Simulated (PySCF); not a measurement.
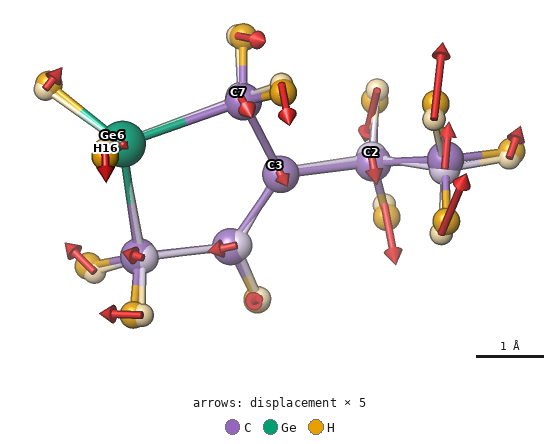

This is a relaxation of C$_{6}$H$_{12}$Ge. The starting structure is drawn faded, the final one solid; red arrows show the displacements, magnified 5 times. The two geometries are superimposed by the best rigid fit.

The picture is a ball-and-stick view, seen at a tilt.

The start comes from GFN2-xTB. Its atoms were then displaced at random by about 0.01 Å.

The calculation used PBE0-D3(BJ)/def2-SVP geometry optimisation, gas phase in PySCF 2.14.0, density-fitted response routines. 

### What happened in the run?

After 8 geometry steps the energy has fallen by 7.00 kcal/mol. The atom that moves furthest after the best rigid fit is an H atom (0.27 Å). By element the largest moves are H 0.27 Å, C 0.15 Å, Ge 0.03 Å. Some distances before and after: C–H 1.047 → 1.097 Å, C–C 1.299 → 1.346 Å, Ge–H 1.503 → 1.541 Å, C–H 1.067 → 1.101 Å. Among the angles between lasting bonds that change: C–C–H 125.4° → 119.4°, C–C–H 114.6° → 118.9°, C–C–C 122.2° → 118.9°.
